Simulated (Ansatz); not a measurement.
**Geometry relaxation, with input and output: CH3NaOSi (part 2 of 2)**

CH3NaOSi, SMILES [Na][O]C=[SiH2]; RKS PBE0-D4/6-31G (Ansatz 0.2.0). It belongs to a series of runs on one base structure; here: start relaxed.

Geometry of the input (Å):
```
Na -0.4791  -2.7492  1.7038
O  0.1149  -1.2595  0.7232
C  0.5801  -0.2553  0.0400
Si -0.3670  1.1153  -0.5840
H  1.6608  -0.2688  -0.1601
H  -1.7997  1.2509  -0.3903
H  0.2900  2.1666  -1.3327
```

**Trajectory as extended XYZ, continued**
```
7
Properties=species:S:1:pos:R:3:forces:R:3 step=10 energy=-15413.73352
Na   -1.0569   -2.2896    1.5309   -0.0922   0.0512  -0.0038
O     0.4227   -1.3273    0.5683    0.1342  -0.3031   0.0684
C     0.7582   -0.2259   -0.0121   -0.0011   0.3771  -0.0542
Si   -0.3037    1.3114   -0.1090    0.1665  -0.0830   0.1279
H     1.8319   -0.1331   -0.2754   -0.0715  -0.0126  -0.0206
H    -1.7026    0.7020   -0.2654   -0.0930  -0.0041  -0.0649
H     0.0503    1.9624   -1.4374   -0.0429  -0.0254  -0.0528
7
Properties=species:S:1:pos:R:3:forces:R:3 step=11 energy=-15413.76443
Na   -1.1717   -2.1492    1.4536    0.0117   0.1847  -0.1111
O     0.4743   -1.3323    0.5492    0.1653  -0.3592   0.0874
C     0.8100   -0.2248   -0.0156   -0.2472   0.3239   0.0777
Si   -0.2905    1.3035   -0.0626    0.0732  -0.0492  -0.1069
H     1.8793   -0.1218   -0.2758    0.0344  -0.0254  -0.0610
H    -1.6661    0.5986   -0.2056    0.0002   0.0098  -0.0031
H    -0.0353    1.9261   -1.4432   -0.0377  -0.0847   0.1170
7
Properties=species:S:1:pos:R:3:forces:R:3 step=12 energy=-15413.80893
Na   -1.2683   -2.0029    1.3692    0.1003   0.2852  -0.1922
O     0.5238   -1.3391    0.5386    0.1820  -0.4153   0.1351
C     0.8549   -0.2257   -0.0124   -0.4506   0.2517   0.0787
Si   -0.2847    1.2832   -0.0341    0.0730   0.0361  -0.1492
H     1.9179   -0.1135   -0.2786    0.1323  -0.0054  -0.0674
H    -1.6350    0.5050   -0.1432   -0.0005  -0.0229   0.0131
H    -0.1086    1.8930   -1.4396   -0.0364  -0.1293   0.1819
7
Properties=species:S:1:pos:R:3:forces:R:3 step=13 energy=-15413.87880
Na   -1.3463   -1.8457    1.2739    0.1603   0.3393  -0.2375
O     0.5748   -1.3507    0.5342    0.1956  -0.3870   0.1316
C     0.8912   -0.2299   -0.0065   -0.5491   0.1261   0.0913
Si   -0.2827    1.2605   -0.0044    0.0568   0.1229  -0.1608
H     1.9476   -0.1041   -0.2839    0.1850   0.0172  -0.0681
H    -1.6098    0.4199   -0.0835   -0.0133  -0.0540   0.0250
H    -0.1747    1.8501   -1.4299   -0.0353  -0.1644   0.2186
7
Properties=species:S:1:pos:R:3:forces:R:3 step=14 energy=-15413.96036
Na   -1.3973   -1.6867    1.1734    0.1717   0.2765  -0.2066
O     0.6241   -1.3677    0.5346    0.1981  -0.2806   0.0879
C     0.9170   -0.2376    0.0024   -0.5478  -0.0219   0.1055
Si   -0.2850    1.2381    0.0267    0.0323   0.1971  -0.1598
H     1.9663   -0.0943   -0.2910    0.1939   0.0383  -0.0627
H    -1.5948    0.3495   -0.0310   -0.0164  -0.0315   0.0093
H    -0.2301    1.7987   -1.4152   -0.0317  -0.1780   0.2263
7
Properties=species:S:1:pos:R:3:forces:R:3 step=15 energy=-15414.02313
Na   -1.4004   -1.5247    1.0592    0.0671  -0.0292  -0.0246
O     0.6891   -1.4001    0.5543    0.1072   0.0584  -0.1132
C     0.9152   -0.2567    0.0129   -0.1480  -0.2097   0.2731
Si   -0.2974    1.2217    0.0679   -0.0101   0.1279  -0.1320
H     1.9561   -0.0753   -0.3102    0.0238   0.0184  -0.0610
H    -1.6082    0.3131    0.0039   -0.0007   0.1293  -0.0468
H    -0.2544    1.7220   -1.3880   -0.0392  -0.0952   0.1045
7
Properties=species:S:1:pos:R:3:forces:R:3 step=16 energy=-15414.03334
Na   -1.3863   -1.5215    1.0195    0.0070  -0.0307  -0.0159
O     0.7076   -1.4082    0.5610    0.0962   0.0909  -0.0248
C     0.9164   -0.2548    0.0372   -0.1160  -0.2370  -0.0002
Si   -0.2954    1.2309    0.0853   -0.0183   0.1298  -0.0939
H     1.9467   -0.0720   -0.3259   -0.0300   0.0482   0.0426
H    -1.6288    0.3571    0.0089    0.0305   0.0150   0.0499
H    -0.2601    1.6686   -1.3860    0.0307  -0.0163   0.0423
7
Properties=species:S:1:pos:R:3:forces:R:3 step=17 energy=-15414.01809 accepted=F
Na   -1.3934   -1.5807    0.9465    0.0385   0.0432  -0.0330
O     0.7220   -1.3906    0.6054   -0.1401  -0.1986  -0.0211
C     0.8707   -0.2547    0.0417    0.3714   0.4192   0.1417
Si   -0.2776    1.2797    0.0866   -0.0944  -0.2340   0.1135
H     1.8782   -0.0316   -0.3593    0.1177  -0.1831  -0.0543
H    -1.5932    0.3876    0.0835   -0.2244   0.0951   0.0410
H    -0.2068    1.5901   -1.4045   -0.0686   0.0584  -0.1878
7
Properties=species:S:1:pos:R:3:forces:R:3 step=18 energy=-15414.03961
Na   -1.3813   -1.5390    0.9885   -0.0030  -0.0136  -0.0253
O     0.7189   -1.4094    0.5718    0.0016  -0.0248  -0.0073
C     0.9062   -0.2606    0.0364   -0.0002   0.0293   0.0600
Si   -0.2926    1.2424    0.0797    0.0355   0.0029  -0.0352
H     1.9352   -0.0603   -0.3226   -0.0262   0.0056  -0.0098
H    -1.6373    0.3857    0.0454    0.0000   0.0013   0.0368
H    -0.2491    1.6411   -1.3992   -0.0077  -0.0006  -0.0193
7
Properties=species:S:1:pos:R:3:forces:R:3 step=19 energy=-15414.04375
Na   -1.3856   -1.5615    0.9327    0.0114   0.0055  -0.0329
O     0.7279   -1.4048    0.5858   -0.0607  -0.0725   0.0396
C     0.9008   -0.2568    0.0480    0.0588   0.1604  -0.0086
Si   -0.2830    1.2615    0.0765    0.0373  -0.0803   0.0199
H     1.9229   -0.0490   -0.3270   -0.0012  -0.0260  -0.0017
H    -1.6373    0.4178    0.1032   -0.0138   0.0077   0.0264
H    -0.2456    1.5929   -1.4192   -0.0318   0.0052  -0.0427
7
Properties=species:S:1:pos:R:3:forces:R:3 step=20 energy=-15414.04738
Na   -1.3950   -1.5895    0.8343    0.0510   0.0488  -0.0388
O     0.7391   -1.3944    0.6098   -0.1208  -0.1062   0.0562
C     0.9033   -0.2516    0.0610    0.0945   0.2249  -0.0054
Si   -0.2624    1.2830    0.0691   -0.0314  -0.1226  -0.0424
H     1.9229   -0.0402   -0.3207    0.0000  -0.0529  -0.0160
H    -1.6397    0.4749    0.1992    0.0461  -0.0004   0.0143
H    -0.2682    1.5178   -1.4527   -0.0395   0.0082   0.0320
7
Properties=species:S:1:pos:R:3:forces:R:3 step=21 energy=-15414.04730 accepted=F
Na   -1.3897   -1.5969    0.7981    0.0380   0.0474  -0.0158
O     0.7449   -1.3720    0.6575   -0.0841  -0.2222   0.0451
C     0.9051   -0.2513    0.0657   -0.0822   0.2844   0.0351
Si   -0.2601    1.2833    0.0732   -0.0232  -0.1219  -0.0604
H     1.9092   -0.0621   -0.3530    0.1375  -0.0146  -0.0338
H    -1.6375    0.4763    0.2047    0.0567   0.0171   0.0275
H    -0.2718    1.5227   -1.4462   -0.0427   0.0099   0.0024
7
Properties=species:S:1:pos:R:3:forces:R:3 step=22 energy=-15414.05121
Na   -1.3976   -1.5821    0.8102    0.0320   0.0105  -0.0192
O     0.7353   -1.3845    0.6250   -0.0553  -0.0963   0.0413
C     0.9109   -0.2486    0.0633   -0.0111   0.1345   0.0026
Si   -0.2598    1.2791    0.0655    0.0024  -0.0419  -0.0344
H     1.9298   -0.0526   -0.3230    0.0345  -0.0175  -0.0142
H    -1.6305    0.4707    0.2127    0.0226   0.0065   0.0098
H    -0.2881    1.5180   -1.4538   -0.0251   0.0041   0.0141
7
Properties=species:S:1:pos:R:3:forces:R:3 step=23 energy=-15414.05311
Na   -1.4031   -1.5884    0.7419    0.0347   0.0116  -0.0042
O     0.7332   -1.3706    0.6522   -0.0245  -0.0369   0.0133
C     0.9183   -0.2436    0.0728   -0.0398   0.0412  -0.0109
Si   -0.2459    1.2875    0.0551   -0.0339  -0.0272  -0.0300
H     1.9377   -0.0639   -0.3192    0.0386  -0.0038  -0.0042
H    -1.6135    0.4898    0.2670    0.0190   0.0220   0.0032
H    -0.3267    1.4892   -1.4697    0.0061  -0.0068   0.0328
7
Properties=species:S:1:pos:R:3:forces:R:3 step=24 energy=-15414.05317
Na   -1.4004   -1.5852    0.7257    0.0155  -0.0035   0.0004
O     0.7334   -1.3685    0.6562   -0.0037  -0.0352  -0.0111
C     0.9193   -0.2446    0.0695   -0.0322   0.0229   0.0664
Si   -0.2470    1.2843    0.0508    0.0147   0.0062  -0.0197
H     1.9425   -0.0651   -0.3139    0.0074   0.0015  -0.0256
H    -1.6151    0.4985    0.2838    0.0110   0.0042  -0.0124
H    -0.3326    1.4806   -1.4721   -0.0127   0.0038   0.0019
7
Properties=species:S:1:pos:R:3:forces:R:3 step=25 energy=-15414.05316 accepted=F
Na   -1.3977   -1.5839    0.7285    0.0013  -0.0025  -0.0015
O     0.7342   -1.3732    0.6502    0.0128   0.0141   0.0215
C     0.9200   -0.2423    0.0766   -0.0334  -0.0362  -0.0512
Si   -0.2486    1.2849    0.0525    0.0219   0.0237   0.0154
H     1.9409   -0.0639   -0.3166   -0.0159   0.0136   0.0231
H    -1.6186    0.5021    0.2792    0.0126  -0.0152  -0.0008
H    -0.3302    1.4764   -1.4704    0.0007   0.0025  -0.0065
7
Properties=species:S:1:pos:R:3:forces:R:3 step=26 energy=-15414.05340
Na   -1.3971   -1.5835    0.7264   -0.0028  -0.0095   0.0025
O     0.7344   -1.3710    0.6572   -0.0049  -0.0124  -0.0046
C     0.9173   -0.2456    0.0722    0.0067   0.0266   0.0210
Si   -0.2470    1.2851    0.0508    0.0056  -0.0121   0.0015
H     1.9394   -0.0654   -0.3154   -0.0015  -0.0015  -0.0112
H    -1.6142    0.4975    0.2803    0.0010   0.0114  -0.0072
H    -0.3327    1.4828   -1.4715   -0.0042  -0.0023  -0.0020
7
Properties=species:S:1:pos:R:3:forces:R:3 step=27 energy=-15414.05347
Na   -1.3971   -1.5849    0.7270   -0.0004  -0.0031   0.0009
O     0.7345   -1.3714    0.6562   -0.0027  -0.0042   0.0012
C     0.9175   -0.2447    0.0737   -0.0002   0.0106   0.0005
Si   -0.2469    1.2857    0.0517    0.0041  -0.0059   0.0023
H     1.9388   -0.0651   -0.3166   -0.0020   0.0007  -0.0016
H    -1.6149    0.4992    0.2791    0.0016   0.0024  -0.0017
H    -0.3319    1.4811   -1.4711   -0.0003  -0.0005  -0.0016
```

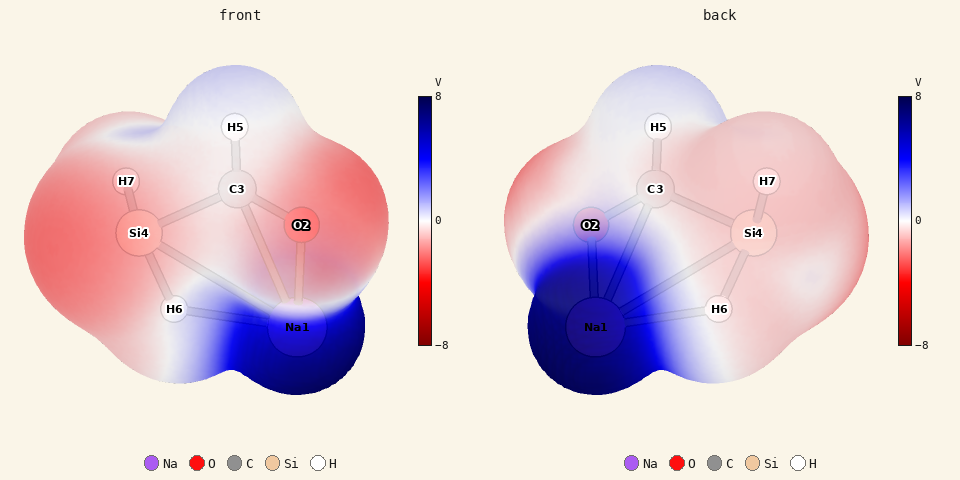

The electrostatic potential painted on the density surface at 0.004 e/bohr³, seen at a tilt and from behind; red is negative and blue positive. A positive charge is drawn to the negative regions and a negative charge to the positive ones.

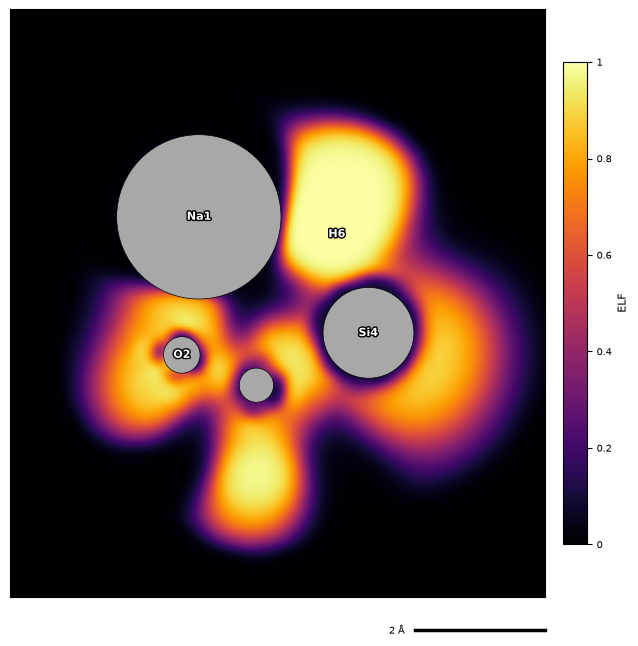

Electron localisation function on the plane of atoms Na1, H6 and Si4. Grey discs, where drawn, cover atomic cores. Na–O (2.14 Å): the ELF peaks at about 0.95 in the valence shell of O, 0.6 Å from its nucleus, and is about 0.15 at the midpoint (a largely ionic contact). Na–Si (3.17 Å): the ELF is about 0.30 at the midpoint (a closed-shell, largely ionic contact).

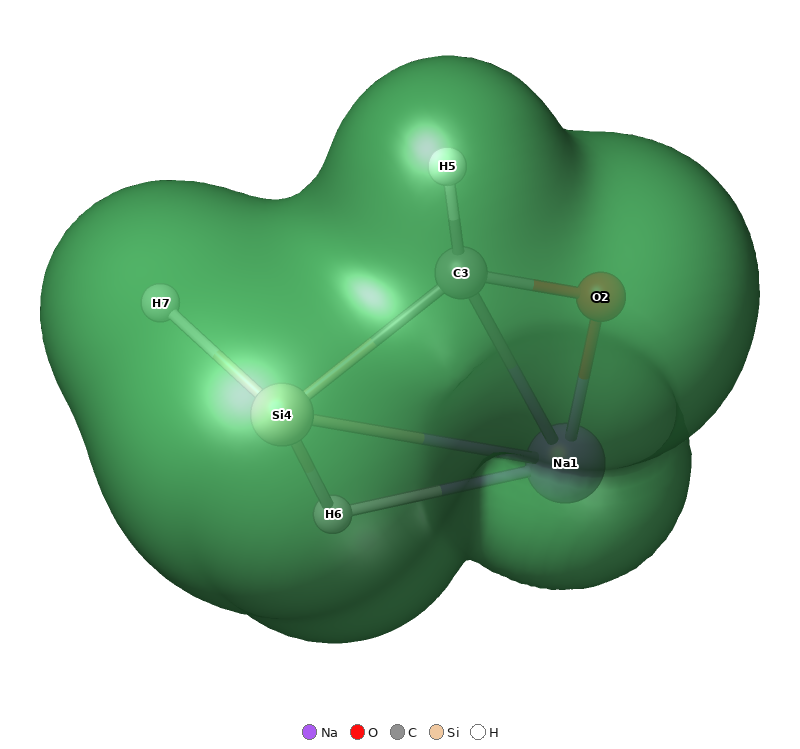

Isosurface of the total electron density at 0.05 e/Å³ (green), seen at an oblique angle. At this value the surface is in one piece. On the grid the lowest density along these lines, outside the cores, is 2.2 e/Å³ (C–O, 1.28 Å), 0.61 e/Å³ (C–Si, 1.92 Å), 0.22 e/Å³ (Na–O, 2.14 Å) and 0.16 e/Å³ (C–Na, 2.75 Å).
